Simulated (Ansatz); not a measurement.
# Nudged elastic band of SiH$_{5}$ClO$_{2}$ (part 2 of 2)

SiH$_{5}$ClO$_{2}$; RKS PBE0/6-31G* (Ansatz 0.2.0). It belongs to a series of runs on one base structure; here: band between the two ends.

Geometry of the input (Å):
```
Si 0.2876  -0.1349  -0.1120
H  0.5017  -0.1857  1.3515
O  1.7304  0.0542  -0.8997
H  2.4374  -0.5561  -0.6593
H  -0.5492  0.9522  -0.6443
Cl -0.5234  -1.9823  -0.6584
O  -2.1914  -0.0662  1.2490
H  -2.8095  -0.1424  0.5095
H  -2.1745  -0.9579  1.6226
```

## Output, continued
```
NEB iter  42: max|band force component| = 6.987e-2 eV/Å  barrier→ = 0.6395 eV  barrier← = 1.4491 eV  Δτ_max = 0.0062 Å  (188 SCF iters)
the calculation of the forces begins
reference -24565.72520074 eV, -902.7737498806 hartree; 26, 26 occupied and 52, 52 virtual orbitals, 807 factors
807 factors; integrals over basis functions are off by at most 5.2e-4 eV
mean field -24564.27711223 eV, -902.7205336094 hartree, gradient 6.7e-6 eV, S^2 0.000000; 1 other end points of the search recorded, 0 dependent functions left out
the calculation of the forces begins
reference -24564.27713591 eV, -902.7205344795 hartree; 26, 26 occupied and 52, 52 virtual orbitals, 807 factors
NEB iter  43: max|band force component| = 2.453e-2 eV/Å  barrier→ = 0.6383 eV  barrier← = 1.4479 eV  Δτ_max = 0.0000 Å  (384 SCF iters)
```

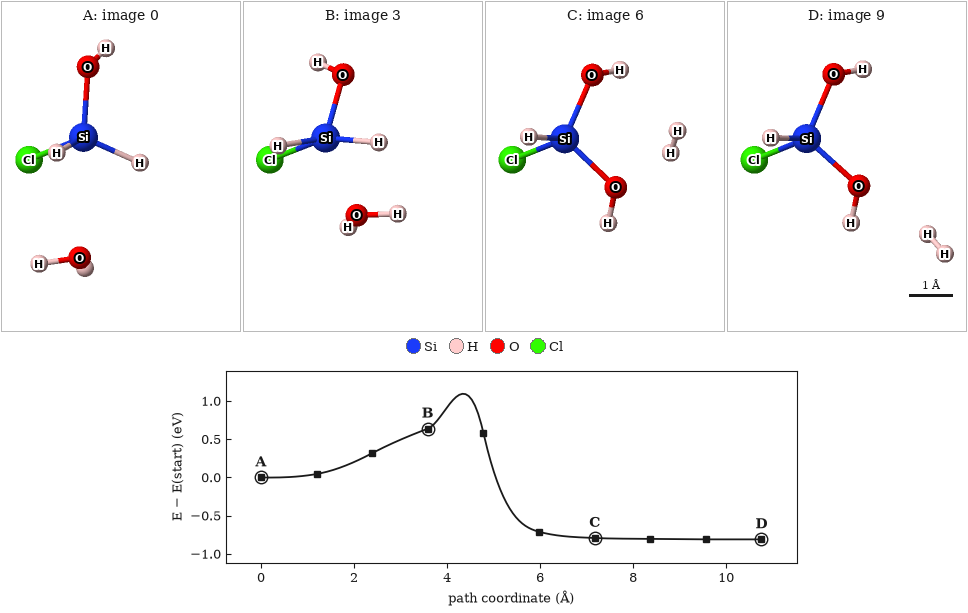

Fig. 1: Images of the last band (counted from 0; ball-and-stick, seen at a tilt) above the energy along the path; the line is a cubic interpolation that uses the forces. The highest image is number 3, 0.638 eV above the start and 1.448 eV above the end; the end lies 0.810 eV below the start. The path is 10.76 Å long. The band converged in 43 iterations.

```
Total energy: -24564.27713591 eV, -902.7205344795 hartree
Atom 0 at    -0.045493     0.159675    -0.007399 Å, force     0.073722     0.065340     0.053949 eV/Å
Atom 1 at     0.114119     0.768521     1.365802 Å, force     0.064866     0.023846    -0.101567 eV/Å
Atom 2 at     1.469154    -0.521273    -0.005257 Å, force     0.035463    -0.006128    -0.050503 eV/Å
Atom 3 at     1.615003    -1.111954    -0.756979 Å, force     0.033806     0.004916    -0.025913 eV/Å
Atom 4 at    -0.404409     1.312207    -0.864953 Å, force     0.009806     0.014976    -0.035678 eV/Å
Atom 5 at    -0.841691    -1.339034    -1.482560 Å, force    -0.002156     0.001384     0.081112 eV/Å
Atom 6 at    -1.696210    -0.471709     0.956217 Å, force    -0.019840     0.030424     0.044018 eV/Å
Atom 7 at    -2.029237    -1.336642     0.652629 Å, force    -0.003610     0.019325     0.035931 eV/Å
Atom 8 at    -1.472037    -0.478891     1.901398 Å, force    -0.192058    -0.154084    -0.001350 eV/Å
Dipole moment:    -0.411129    -0.209375     0.685028 e Å
this run last wrote the band of iteration 43 to [file]
```

## The last band as extended XYZ (Å, eV, eV/Å)
```
9
Properties=species:S:1:pos:R:3:forces:R:3 image=0 energy=-24564.91545
Si    0.2876   -0.1349   -0.1120    0.0006   0.0016   0.0010
H     0.5017   -0.1857    1.3515   -0.0015  -0.0008  -0.0018
O     1.7304    0.0542   -0.8997    0.0004  -0.0010   0.0006
H     2.4374   -0.5561   -0.6593   -0.0019   0.0013  -0.0007
H    -0.5492    0.9522   -0.6443    0.0019   0.0004  -0.0011
Cl   -0.5234   -1.9823   -0.6584    0.0003  -0.0007   0.0011
O    -2.1914   -0.0662    1.2490   -0.0125  -0.0219  -0.0067
H    -2.8095   -0.1424    0.5095    0.0136   0.0025   0.0152
H    -2.1745   -0.9579    1.6226   -0.0009   0.0186  -0.0076
9
Properties=species:S:1:pos:R:3:forces:R:3 image=1 energy=-24564.87073
Si    0.2764   -0.0266   -0.1584    0.0220  -0.0235   0.0151
H     0.2965   -0.1753    1.3145    0.0295  -0.0621  -0.0018
O     1.8197    0.0174   -0.7491   -0.0137   0.0293  -0.0702
H     2.3218   -0.8029   -0.6783    0.0465   0.0277   0.0234
H    -0.3795    1.1885   -0.6684   -0.0247  -0.0177   0.0216
Cl   -0.6259   -1.7327   -0.9634    0.0115  -0.0217   0.0216
O    -2.3304   -0.1160    1.1054   -0.0180   0.0340  -0.0034
H    -2.5976   -0.8923    0.5945   -0.0295   0.0307  -0.0115
H    -2.0718   -0.4790    1.9621   -0.0236   0.0032   0.0052
9
Properties=species:S:1:pos:R:3:forces:R:3 image=2 energy=-24564.59875
Si    0.2040    0.1142   -0.1330    0.0739  -0.0175  -0.0359
H     0.0668    0.3685    1.3132    0.0014  -0.1366  -0.0182
O     1.7978   -0.3163   -0.2329    0.1171   0.0710  -0.0836
H     1.9976   -0.9379   -0.9423    0.1204   0.0701  -0.0920
H    -0.2191    1.2934   -0.9242    0.0488  -0.0030  -0.0125
Cl   -0.7200   -1.4881   -1.1407    0.0271  -0.0525   0.1078
O    -2.2380   -0.3332    1.1231   -0.1738   0.0462   0.0637
H    -2.3588   -1.2043    0.7205   -0.1102   0.0426   0.0321
H    -1.8212   -0.5154    1.9750   -0.1047  -0.0202   0.0385
9
Properties=species:S:1:pos:R:3:forces:R:3 image=3 energy=-24564.27711
Si   -0.0455    0.1597   -0.0074    0.0737   0.0653   0.0539
H     0.1141    0.7685    1.3658    0.0649   0.0238  -0.1016
O     1.4692   -0.5213   -0.0053    0.0355  -0.0061  -0.0505
H     1.6150   -1.1120   -0.7570    0.0338   0.0049  -0.0259
H    -0.4044    1.3122   -0.8650    0.0098   0.0150  -0.0357
Cl   -0.8417   -1.3390   -1.4826   -0.0022   0.0014   0.0811
O    -1.6962   -0.4717    0.9562   -0.0198   0.0304   0.0440
H    -2.0292   -1.3366    0.6526   -0.0036   0.0193   0.0359
H    -1.4720   -0.4789    1.9014   -0.1921  -0.1541  -0.0014
9
Properties=species:S:1:pos:R:3:forces:R:3 image=4 energy=-24564.33004
Si   -0.3110   -0.0831   -0.1592   -0.7519  -0.6891  -0.4548
H    -0.0753    0.5590    1.7630   -0.6561  -0.4281   1.0213
O     1.2809   -0.5310    0.0270   -0.5076   0.0384   0.2266
H     1.5576   -1.0799   -0.7270   -0.0518   0.0690   0.2978
H    -0.4226    1.3112   -0.6471   -0.0658  -0.1192   0.4196
Cl   -0.8724   -1.2969   -1.7675    0.0714  -0.0937  -0.7180
O    -1.6332   -0.5803    0.8114    0.1321  -0.2778  -0.4787
H    -2.0905   -1.3772    0.5214   -0.1537  -0.1407  -0.3627
H    -0.7243    0.0590    1.9369    1.9835   1.6411   0.0489
9
Properties=species:S:1:pos:R:3:forces:R:3 image=5 energy=-24565.62580
Si   -0.4558   -0.1946   -0.4706   -0.0354  -0.0197  -0.0722
H     0.1260    0.6905    2.3848    0.0371   0.0418   0.1158
O     1.0070   -0.7469    0.0416   -0.0570  -0.0362   0.0079
H     1.5331   -1.2154   -0.6172   -0.0007  -0.0154   0.0182
H    -0.4721    1.2702   -0.5948   -0.0269  -0.0151  -0.0051
Cl   -0.7879   -1.0624   -2.3236    0.0186   0.0271  -0.1032
O    -1.7083   -0.5927    0.5102   -0.0006  -0.0154  -0.0591
H    -2.0036   -1.5107    0.4988    0.0241  -0.0347   0.0228
H    -0.5291    0.3428    2.3298    0.0409   0.0676   0.0748
9
Properties=species:S:1:pos:R:3:forces:R:3 image=6 energy=-24565.70731
Si   -0.3752   -0.1978   -0.6683    0.0008  -0.0041   0.0011
H    -0.1062    0.7234    2.9951   -0.0044   0.0084   0.0152
O     1.1996   -0.4447   -0.3042    0.0069   0.0120  -0.0224
H     1.4752   -1.3553   -0.1437   -0.0042  -0.0092   0.0171
H    -0.5590    1.2601   -0.7275   -0.0002  -0.0005   0.0011
Cl   -0.8623   -0.9703   -2.5280   -0.0100  -0.0028  -0.0063
O    -1.3402   -0.9561    0.4297    0.0142  -0.0104  -0.0129
H    -2.1396   -1.3749    0.0901   -0.0057   0.0067  -0.0056
H    -0.5831    0.2965    2.6157    0.0027   0.0000   0.0127
9
Properties=species:S:1:pos:R:3:forces:R:3 image=7 energy=-24565.71892
Si   -0.3277   -0.1578   -0.8719    0.0005  -0.0013  -0.0022
H    -0.3826    0.2906    3.4421   -0.0035  -0.0008   0.0041
O     1.2197   -0.1734   -0.3440    0.0001   0.0035   0.0006
H     1.4970   -0.9483    0.1602    0.0007  -0.0014  -0.0029
H    -0.5957    1.2134   -1.3325   -0.0005  -0.0002  -0.0046
Cl   -0.6170   -1.4216   -2.4868   -0.0001  -0.0019   0.0002
O    -1.3225   -0.6825    0.3310    0.0032   0.0011   0.0002
H    -2.0867   -1.2078    0.0661   -0.0012   0.0035   0.0023
H    -0.6753    0.0684    2.7947    0.0007  -0.0024   0.0024
9
Properties=species:S:1:pos:R:3:forces:R:3 image=8 energy=-24565.72517
Si   -0.1928   -0.1655   -0.9754   -0.0001   0.0001  -0.0003
H    -1.1242    0.1083    3.7085   -0.0009  -0.0006   0.0005
O     1.4063   -0.1382   -0.6361    0.0010   0.0004  -0.0007
H     1.7445   -0.8522   -0.0816   -0.0003   0.0000  -0.0003
H    -0.5043    1.1263   -1.6066    0.0001  -0.0001  -0.0007
Cl   -0.6791   -1.6528   -2.3318   -0.0004  -0.0004   0.0004
O    -1.0410   -0.4766    0.4017    0.0007   0.0001  -0.0002
H    -1.8460   -0.9995    0.3088    0.0003   0.0008   0.0009
H    -1.0541    0.0310    2.9713   -0.0004  -0.0002   0.0004
9
Properties=species:S:1:pos:R:3:forces:R:3 image=9 energy=-24565.72496
Si   -0.1007   -0.1884   -0.8812   -0.0161   0.0016   0.0117
H    -1.7119    0.3846    3.5547    0.0090  -0.0055  -0.0165
O     1.5326   -0.2027   -0.8129    0.0108  -0.0073   0.0025
H     1.9473   -1.0010   -0.4626   -0.0101   0.0085  -0.0026
H    -0.4892    1.1898   -1.2206    0.0040  -0.0058   0.0026
Cl   -0.8325   -1.4221   -2.3749    0.0016  -0.0019   0.0032
O    -0.7142   -0.7427    0.5440    0.0114   0.0067  -0.0145
H    -1.5416   -1.2362    0.4988   -0.0021  -0.0013  -0.0031
H    -1.3806    0.1996    2.9136   -0.0085   0.0050   0.0167
```

## Results in brief

- outcome: converged
- barrier, forward: 0.638 eV
- barrier, backward: 1.448 eV
- hardware: 1 thread of Arm Neoverse V1, 24 GiB of memory available, shared host
- wall time: 20 min
- peak memory: 0.17 GiB

The order of the saddle point was not checked.
